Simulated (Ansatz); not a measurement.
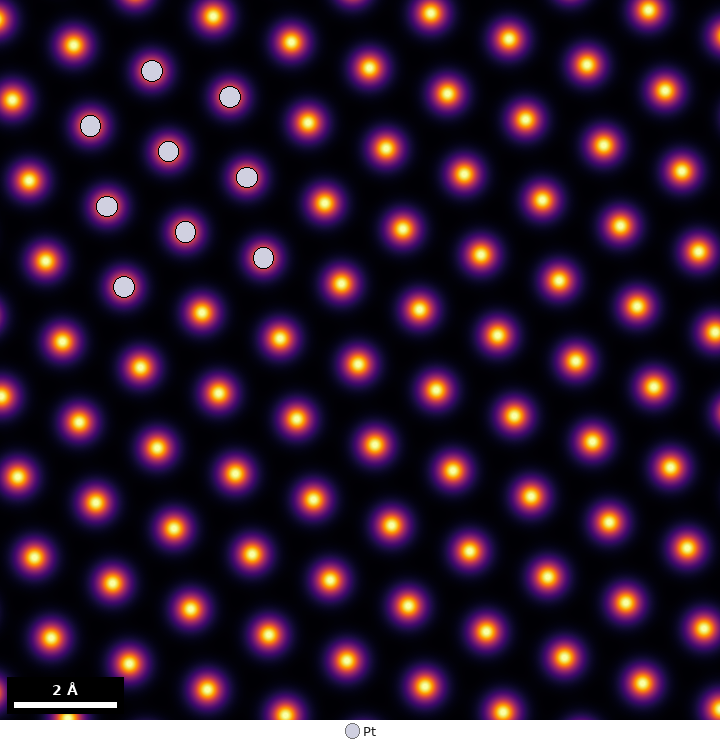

Map of the projected electrostatic potential of Pt (Fm-3m, No. 225) along [111]. Computed as the sum of neutral-atom potentials (tabulated electron scattering factors, B = 0.5 Å²) projected along the beam and smoothed by 0.25 Å; brighter is more positive. Atomic positions: the geometry given to an electronic-structure calculation, possibly off equilibrium.

Coloured dots in one corner mark the columns of the model.

**Describe what the image shows.**

The columns repeat on a hexagonal net with a repeat of 1.60 Å (plane group p6mm). All columns are alike (Pt). The shortest distance between visible columns is 1.60 Å in projection. Along the beam the structure repeats every 6.79 Å.

**What mean inner potential do neutral atoms give for this crystal?**

About 34 V (the sum of the forward scattering factors over the cell volume; bonding usually lowers the true value).
